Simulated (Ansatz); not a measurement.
# Ti2Co (Fd-3m): relaxation of the ions

Where do the atoms of Ti2Co (Fd-3m) settle in the given cell? A script is to give a relaxation of the ions; the system is Ti2Co (Fd-3m).

Program: Ansatz 0.2.0, driven from Python. Level of theory: DFT PBEsol, plane waves, PAW. These are calculated values, not measurements.

**1. The structure**

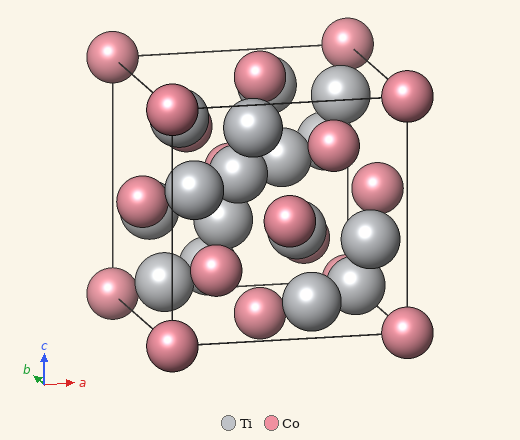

The structure that the script starts from, seen slightly off an axis (titanium light grey, cobalt pink). The cell is the conventional one. Atoms on cell faces are repeated.

No structure file is read: the coordinates are typed or built in the script.

**2. Script**

The input, ti2co_relax.py:

```python
"""Ionic relaxation of Ti2Co."""

import warnings

import ansatz
from ase import Atoms
from ase.data import atomic_numbers
import numpy as np
import spglib

MESH = (6, 6, 6)
FMAX = 0.01

warnings.simplefilter("ignore", ansatz.DeckWarning)

atoms = Atoms(
    ["Ti", "Ti", "Ti", "Ti", "Co", "Co"],
    scaled_positions=[
        [0.625, 0.625, 0.625],
        [0.125, 0.625, 0.625],
        [0.625, 0.625, 0.125],
        [0.625, 0.125, 0.625],
        [0.0, 0.0, 0.0],
        [0.25, 0.25, 0.25],
    ],
    cell=[
        [0.0, 3.365, 3.365],
        [3.365, 0.0, 3.365],
        [3.365, 3.365, 0.0],
    ],
    pbc=True,
)
atoms.set_initial_magnetic_moments([0.0, 0.0, 0.0, 0.0, 2.5, -2.5])
system = ansatz.Crystal.from_ase(atoms)
# a displaced start

base = (
    system.move(5, to=[0.245542, 0.263373, 0.245542]).calculation()
    .functional(ansatz.Functional.PBESOL)
    .spin(ansatz.SpinTreatment.COLLINEAR)
    .pseudopotentials("paw")
    .occupations(ansatz.OccupationsMethod.FERMI_DIRAC, width=100 * ansatz.meV)
    .kpoints(*MESH, center="gamma")
    .relax(force_tolerance=FMAX)
    .band_table()
)
steps = []


def collect(event):
    if event["event"] == "relax_step":
        steps.append(event["data"])


outcome = base.session().plan().execute(on_event=collect)
data = outcome.report
print("step   energy (eV)     max comp. (eV/A)  SCF")
for s in steps:
    print(f"{s['step']:4d} {s['lagrangian_ev']:15.5f} {s['allowed_force_max_ev_ang']:12.4f} {s['n_scf']:5d}")

first, last = steps[0], steps[-1]
symbols = [site.symbol for site in outcome.lattice.sites]
print(f"energy gained {first['lagrangian_ev'] - last['lagrangian_ev']:.4f} eV in {len(steps) - 1} steps")

fractions = [site.position_frac for site in outcome.lattice.sites]
numbers = [atomic_numbers[s] for s in symbols]
for tolerance in (1e-3, 1e-2, 1e-1):
    print(f"space group at {tolerance} A:", spglib.get_spacegroup((outcome.lattice.cell_ang, fractions, numbers), symprec=tolerance))

print("relaxed fractional positions")
for site in outcome.lattice.sites:
    print(f"  {site.symbol:2s}", " ".join(f"{v % 1:8.5f}" for v in np.round(site.position_frac, 5)))

energy = data["free_energy_ev"]
print("F of the Ti2Co cell: {:.6f} eV = {:.6f} Ry = {:.6f} Ha".format(energy, energy / 13.605693, energy / 27.211386))
print("Fermi level {:.4f} eV, {} k-points, {} symmetry operations".format(data["fermi_energy_ev"], data["n_kpoints"], data["n_symmetry_ops"]))

edges = data.get("band_edges_ev")
if edges:
    print(f"band edges on the mesh: {edges[0]:.3f} and {edges[1]:.3f} eV, gap {edges[1] - edges[0]:.3f} eV")
else:
    print("no band edges reported (a metal, or a gap too narrow for this smearing); Fermi level", round(data["fermi_energy_ev"], 3), "eV")
```

**3. Running it**

Launch:

```bash
> python ti2co_relax.py
```

Log:

```text
RunWarning: the starting moments were not kept: 1 of 2 ended reversed and 1 kept their direction, counting a site from 0.1 of the cell's largest site moment. The largest reversed, site 5 (counted from 0, in the order of the report's site_moments_mub), started [...]
step   energy (eV)     max comp. (eV/A)  SCF
   1    -20078.72443       0.1557    41
   2    -20078.73082       0.0463    11
   3    -20078.73144       0.0011    13
   4    -20078.73144       0.0011     2
energy gained 0.0070 eV in 3 steps
space group at 0.001 A: Fd-3m (227)
space group at 0.01 A: Fd-3m (227)
space group at 0.1 A: Fd-3m (227)
relaxed fractional positions
  Ti  0.62427  0.62720  0.62427
  Ti  0.12426  0.62720  0.62427
  Ti  0.62427  0.62720  0.12426
  Ti  0.62426  0.12721  0.62426
  Co  0.99925  0.00224  0.99925
  Co  0.24923  0.25231  0.24923
F of the Ti2Co cell: -20078.731443 eV = -1475.759555 Ry = -737.879777 Ha
Fermi level 17.0794 eV, 32 k-points, 6 symmetry operations
no band edges reported (a metal, or a gap too narrow for this smearing); Fermi level 17.079 eV
```

(Warnings from the package without file and line, shortened, repeats left out.)

Wall time 1.7 min (1 thread of Intel Xeon 6975P-C (Granite Rapids), shared host); peak memory 0.61 GiB.

**4. What the engine kept of the run**

The report of the run holds:

```
             item         value
SCF cycles in all            67
  k-points solved            32
      plane waves          1459
            bands            53
valence electrons            82
 free energy (eV)  -20078.73144
 Fermi level (eV)        17.079
```

**5. How the relaxation went**

Relaxation path:

| step | energy from step 1 (eV/cell) | largest force component (eV/Å) |
| --- | --- | --- |
| 1 | 0.0000 | 0.1557 |
| 2 | -0.0064 | 0.0463 |
| 3 | -0.0070 | 0.0011 |
| 4 | -0.0070 | 0.0011 |

Step 1 is the start.

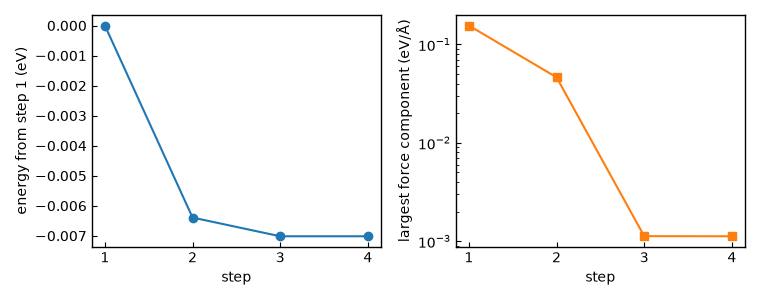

Energy and largest force along the relaxation.

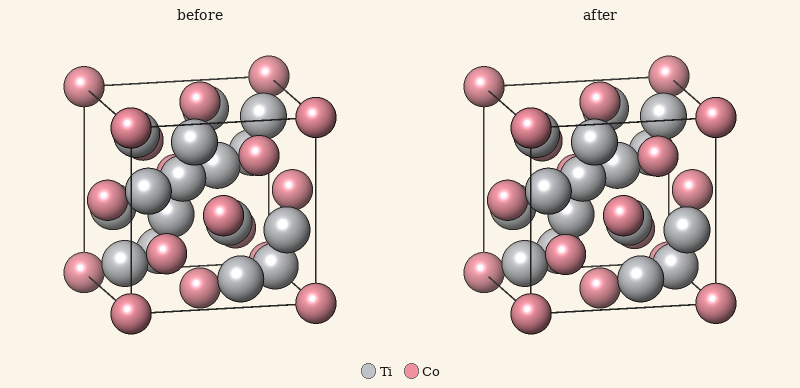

The structure before (left) and after (right) the relaxation, drawn at the same scale. The change is too small to see at this scale.

**6. Outcome**

| quantity | value |
| --- | --- |
| free energy | -20078.7314 eV (-3346.4552 eV/atom) |
| moment, net / absolute | 0.74 / 0.97 μB per cell |
| moves of the relaxation | 2 |
| energy gained | 1.2 meV/atom |
| last largest force component | 0.0011 eV/Å |

What this shows: The relaxation took 2 moves; the largest shift is 0.043 Å, of atom 6 (Co). The script had first distorted the structure, so the gain undoes that, in part or whole. Within 0.02 Å the atoms end in space group Fd-3m, from R3m at the start. Reading the output:
- The SCF didn't keep the moments it started from (some shrank, vanished or turned); what is printed is the state reached.
- The mesh is modest for a metal, so energies can be off by several to tens of meV an atom and pressures by half a GPa or more; differences at equal mesh fare better.
- Only differences from the Fermi energy are physical; the zero of the scale is a convention.
- Energies along a relaxation are free energies. A last row that repeats the one before re-solves the same geometry more tightly. The starting moments were not kept in at least one run, so it stands on a weaker or other magnetic state than the one typed.
